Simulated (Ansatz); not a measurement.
# Amorphous Ti20O43In2

The cell was made by melting and quenching with the CHGNet potential and then relaxed with DFT. O atoms were pushed apart under 1.9 Å during the dynamics, to hinder bonds among them. The hot cell started wider than the set density and was brought back towards it in steps. It is the lowest in DFT energy of 2 quenches. It is a model cell: composition and starting density were chosen by hand, and all elements were melted together. No dispersion term was used.

Methods: PBE, scalar-relativistic without spin-orbit coupling (Ansatz, a first-principles code); r2SCAN, scalar-relativistic without spin-orbit coupling (Ansatz); HSE06, scalar-relativistic without spin-orbit coupling (Ansatz). Geometry, pressure, stress and energy are those of the PBE run. Its sampling: a 2×2×2 Γ-centred mesh; Fermi-Dirac width 0.02 eV; no spin polarisation. Other functionals are single points at the zone centre (r2SCAN at 500 eV; exact exchange cut at the cell's faces), free to take moments where seeds were set.

The number of atoms in the cell is 65 and the density (volume relaxed, without dispersion) comes out as 3.80 g/cm³. The volume per atom is 12.59 Å³ and the pressure on a 2×2×2 Γ-centred mesh is 0.00 GPa. The largest force and stress component on that mesh (the relaxation ran on the zone centre alone) comes out as 0.17 eV/Å and 0.1 GPa, the energy relative to anatase TiO2 + bixbyite In2O3 (lowest mix at this level among the phases computed, not always the ambient ones) is 0.137 eV/atom and the gap on a 2×2×2 Γ-centred mesh (PBE) comes out as 2.64 eV. The gap at the zone centre (PBE) is 2.72 eV and the gap at the zone centre (r2SCAN) is 3.07 eV. The gap at the zone centre (HSE06) comes out as 4.25 eV.

Bonds are counted up to Ti-Ti 3.12 Å, Ti-O 2.50 Å, Ti-In 3.12 Å, O-O 1.58 Å, O-In 2.50 Å, In-In 3.12 Å. Two cations that share two anions don't count as bonded, nor two that share one unless they lie closer than Ti-Ti 3.04 Å, Ti-In 3.04 Å, In-In 3.04 Å.

```yaml
Mean coordination of Ti by anions: 5.30 (1 with 4, 12 with 5, 7 with 6)
Mean coordination of O: 2.72 (13 with 2, 29 with 3, 1 with 4)
Mean coordination of In by anions: 5.50 (1 with 5, 1 with 6)
Mean Ti-O bond: 1.961 Å (spread 0.141 Å, 106 counted)
Mean O-In bond: 2.193 Å (spread 0.120 Å, 11 counted)
```

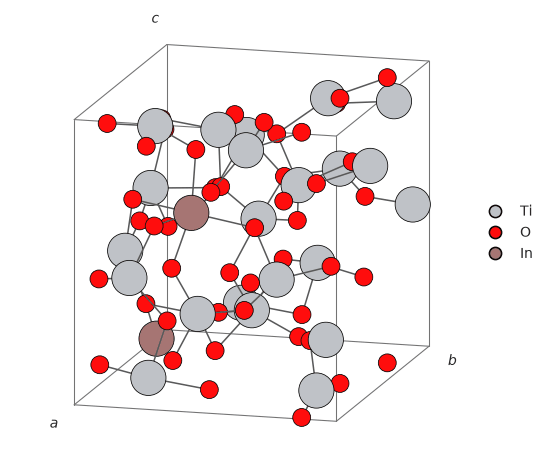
Figure. The relaxed cell

Its density started from a set value of 3.87 g/cm³. Cooling (nominally 360 K/ps over its main leg) ran many orders faster than in experiment, which tends to leave more defects and strain. One small periodic cell is one sample of the glass; other quenches scatter about these values. Volume and shape were free in the relaxation. On a 2×2×2 Γ-centred mesh force components of up to 0.17 eV/Å stay, since the relaxation ran on the zone centre alone.
